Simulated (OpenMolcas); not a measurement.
**Single-point calculation, with input and output: C2H3BrO (part 2 of 2)**

C2H3BrO (acetyl bromide), SMILES CC(=O)Br; CASPT2/6-31G* (OpenMolcas 26.06). The geometry comes from this level: GFN2-xTB.

Geometry of the input (Å):
```
C  0.3160  0.5868  0.2219
C  -0.3421  -0.7270  0.0454
O  -0.6206  -1.5560  0.8338
Br -0.7875  -1.0476  -1.8610
H  0.5542  0.7430  1.2723
H  -0.3442  1.3766  -0.1343
H  1.2242  0.6242  -0.3783
```

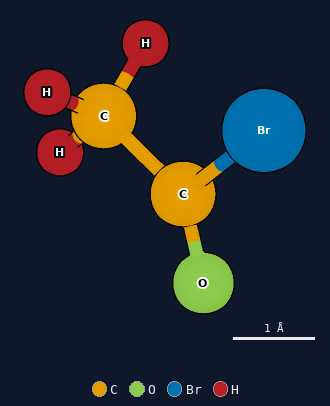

*The structure as given in the input (ball-and-stick view, seen at a tilt).*

### Log, continued
```
                                         RASSCF iterations: Energy and convergence statistics
                                         ----------------------------------------------------

          iter iter root      energy       change     param      element    value   shift minimum  type update hh:mm:ss
 Nr of preliminary CI iterations:   4
      Total energies have been shifted. Add                -2000.00 au
        1   1    6    1  -724.55091860    0.00E+00  -4.34E-04   26  55 1 -6.33E-05   0.00   0.00    SX    NO    0:00:00
        2   1    5    1  -724.55091864   -3.76E-08* -7.21E-05   28  55 1 -1.20E-05   0.00   0.00    SX    NO    0:00:00
        3   1    5    1  -724.55091864   -5.37E-09   6.74E-05   18  32 1  3.79E-06   0.00   0.00    SX    NO    0:00:00
        4   5    5    1  -724.55091998   -1.34E-06* -3.50E-04   26  55 1  5.02E-05   0.00   0.00    SX    NO    0:00:00
        5   3    5    1  -724.55092000   -2.26E-08* -2.10E-04   28  55 1  1.93E-05   0.00   1.43    QN   YES    0:00:00
        6   3    4    1  -724.55092001   -4.70E-09  -3.16E-05   26  55 1 -6.14E-06   0.00   0.99    QN   YES    0:00:00
      Convergence after  6 iterations
        7   1    4    1  -724.55092001   -4.96E-10  -3.16E-05   24  58 1 -5.13E-06   0.00   0.99    QN   YES    0:00:00

      ************************************************************************************************************************
                                                      Wave function printout:
                       occupation of active orbitals, and spin coupling of open shells (u,d: Spin up or down)
      ************************************************************************************************************************

      Note: transformation to natural orbitals
      has been made, which may change the order of the CSFs.

      printout of CI-coefficients larger than  0.05 for root  1
      energy=   -2724.550920
      conf/sym  11111111     Coeff  Weight
             1  22220000  -0.96873 0.93843
            51  u22du0d0  -0.06549 0.00429
            90  20220200   0.10999 0.01210
           108  02222000   0.14733 0.02171
           131  u22ud0d0   0.05623 0.00316

      Natural orbitals and occupation numbers for root  1
      sym 1:   1.941750   1.962079   1.989491   1.980760   0.061797   0.038480   0.017444   0.008199

      ************************************************************************************************************************
      *                                                    Final results                                                     *
      ************************************************************************************************************************

++    Final optimization conditions:
      ------------------------------

      Average CI energy                           -2724.55092001
      RASSCF energy for state  1                  -2724.55092001
      Super-CI energy                                -0.00000000
      RASSCF energy change                            0.00000000
      Max change in MO coefficients              -4.071E-05
      Max non-diagonal density matrix element    -3.159E-05
      Maximum BLB matrix element                 -5.133E-06
      (orbital pair  24,  58 in symmetry   1)
      Norm of electronic gradient            1.578E-05
--

      Final state energy(ies):
      ------------------------

::    RASSCF root number  1 Total energy:  -2724.55092001
      Von Neumann Entropy (Root   1) =  0.44670

      Mulliken population analysis for root number:  1
      -----------------------------------------------

++    Molecular charges:
      ------------------

      Mulliken charges per centre
      ---------------------------

                C1      C2      O3      BR4     H5      H6      H7
      Total    6.5683  5.6004  8.3587 35.1263  0.7859  0.7802  0.7802

      N-E     -0.5683  0.3996 -0.3587 -0.1263  0.2141  0.2198  0.2198

      Total electronic charge=   58.000000

      Total            charge=   -0.000000
--

      Expectation values of various properties for root number:  1
      -----------------------------------------------------------

++    Molecular properties:
      ---------------------

      Charge (e):
                      =   -0.0000
      Dipole Moment (debye):
      Origin of the operator (angstrom)=   -0.5818   -0.8732   -1.0625
                   X=  1.2638E+00               Y=  2.4666E+00               Z=  5.1295E-01           Total=  2.8185E+00
      Quadrupole Moment (debye*angstrom):
      Origin of the operator (angstrom)=   -0.5818   -0.8732   -1.0625
                  XX= -3.4907E+01              XY=  7.3668E-01              XZ=  1.5934E+00              YY= -3.5201E+01
                  YZ=  3.8766E+00              ZZ= -3.7274E+01
      In traceless form (debye*angstrom)
                  XX=  1.3302E+00              XY=  1.1050E+00              XZ=  2.3901E+00              YY=  8.8976E-01
                  YZ=  5.8149E+00              ZZ= -2.2199E+00
--

      Average orbitals are written to the RASORB file
      Natural orbitals for root   1 are written to the RASORB.1 file
      Spin density orbitals for root   1 are written to the SPDORB.1 file

--- Stop Module: rasscf /rc=_RC_ALL_IS_WELL_ ---
--- Module rasscf spent 1 second ---

--- Start Module: caspt2 ---

                                              &CASPT2

                       available to each process: 1.9 GB of memory, 1 thread

++    Wave function specifications:
      -----------------------------

      Number of closed shell electrons          14
      Number of electrons in active shells       8
      Max number of holes in RAS1 space          0
      Max number of electrons in RAS3 space      0
      Number of inactive orbitals                7
      Number of active orbitals                  8
      Number of secondary orbitals              53
      Spin quantum number                      0.0
      State symmetry                             1
      Number of CSFs                          1764
      Number of CASSCF root(s) available         1
      CASPT2 state passed to geometry opt.       1
      A file JOBMIX will be created
      This is a CASSCF or RASSCF reference function
--

++    Orbital specifications:
      -----------------------

      Symmetry species                           1
                                                 a
      Frozen orbitals                           18
      Inactive orbitals                          7
      Active orbitals                            8
      Secondary orbitals                        53
      Deleted orbitals                           0
      Number of basis functions                 86
--

++    CASPT2 specifications:
      ----------------------

      Type of calculation                        SS-CASPT2
      Fock operator                              state-specific
      IPEA shift                                 0.25
      Real shift                                 0.00
      Imaginary shift                            0.20
      The input orbitals will be transformed to quasi-canonical
--

--------------------------------------------------------------------------------
 Estimated memory requirements:
  POLY3 :                   450746
  RHS:                      428768
  SIGMA :                   570544
  PRPCTL:                        0
 Available workspace:    232472991

++ CASPT2 computation for group   1

********************************************************************************
 Multi-State initialization phase begins for group   1
--------------------------------------------------------------------------------
********************************************************************************
 Compute H0 matrices for state    1
--------------------------------------------------------------------------------
--------------------------------------------------------------------------------
 H0 matrices have been computed.

********************************************************************************
  CASPT2 EQUATION SOLUTION
--------------------------------------------------------------------------------

  Total nr of CASPT2 parameters:
   Before reduction:      416990
   After  reduction:      416139

 Variance of |WF0>:       1.3310542594

 The contributions to the second order correlation energy in atomic units.
-----------------------------------------------------------------------------------------------------------------------------
  IT.      VJTU        VJTI        ATVX        AIVX        VJAI        BVAT        BJAT        BJAI        TOTAL       RNORM
-----------------------------------------------------------------------------------------------------------------------------
   1    -0.007971   -0.002743   -0.016909   -0.058517   -0.016250   -0.041941   -0.071845   -0.168411   -0.384587    0.016232
   2    -0.008303   -0.002875   -0.017125   -0.059542   -0.016509   -0.042101   -0.072066   -0.168808   -0.387329    0.002757
   3    -0.008308   -0.002878   -0.017125   -0.059551   -0.016504   -0.042100   -0.072060   -0.168782   -0.387309    0.000638
   4    -0.008312   -0.002880   -0.017117   -0.059519   -0.016497   -0.042094   -0.072051   -0.168767   -0.387237    0.000117
   5    -0.008312   -0.002880   -0.017116   -0.059518   -0.016497   -0.042094   -0.072051   -0.168767   -0.387237    0.000026
   6    -0.008312   -0.002880   -0.017117   -0.059519   -0.016497   -0.042094   -0.072051   -0.168768   -0.387239    0.000005
   7    -0.008312   -0.002880   -0.017117   -0.059519   -0.016497   -0.042094   -0.072051   -0.168768   -0.387239    0.000001
-----------------------------------------------------------------------------------------------------------------------------

  FINAL CASPT2 RESULT:

      Reference energy:       -2724.5509200074
      E2 (Non-variational):      -0.3872388566
      Shift correction:          -0.0019748239
      E2 (Variational):          -0.3892136805
      Total energy:           -2724.9401336880
      Residual norm:              0.0000002330
      Reference weight:           0.88412

      Contributions to the CASPT2 correlation energy
      Active & Virtual Only:         -0.0592108849
      One Inactive Excited:          -0.1398827264
      Two Inactive Excited:          -0.1881452452

++ Denominators, etc.
--------------------------------------------------------------------------------------------------------------
 Report on small energy denominators, large coefficients, and large energy contributions.
CASE  SYMM ACTIVE-MIX  NON-ACTIVE INDICES          DENOMINATOR     RHS VALUE       COEFFICIENT     CONTRIBUTION
VJTU     1  Mu1.0012  In1.024                       1.49402078      0.03982305     -0.02837439     -0.00112995
BVATP    1  Mu1.0001  Se1.040 Se1.040               1.82142372      0.04691358     -0.02532511     -0.00118809
BJATM    1  Mu1.0001  In1.025 Se1.046 Se1.045       2.41139713      0.09764828     -0.04019349     -0.00392483
BJAIP    1  Se1.035 In1.022 Se1.035 In1.022         1.82939315      0.05263670     -0.02885555     -0.00151886
BJAIP    1  Se1.036 In1.023 Se1.036 In1.023         1.83550331      0.05615189     -0.03071109     -0.00172449
BJAIP    1  Se1.046 In1.025 Se1.046 In1.025         2.47783451      0.06401494     -0.02567388     -0.00164351
--

   (Skipping property calculation,
    use PROP keyword to activate)
--

  Total CASPT2 energies:
::    CASPT2 Root  1     Total energy:  -2724.94013369

  A NEW JOBIPH FILE NAMED 'JOBMIX' IS PREPARED.
********************************************************************************
--- Stop Module: caspt2 /rc=_RC_ALL_IS_WELL_ ---
--- Module caspt2 spent 2 seconds ---

.##################.
.# Happy landing! #.
.##################.

    Timing: Wall=6.38 User=5.85 System=0.50
```

### Summary

```csv
quantity,value
outcome,converged
total energy,−2724.940134 hartree
CASSCF energy,−2724.550920 hartree
basis functions,86
hardware,"1 thread of Arm Neoverse V2, 24 GiB of memory available, shared host"
wall time,6.6 s
peak memory,0.11 GiB
```
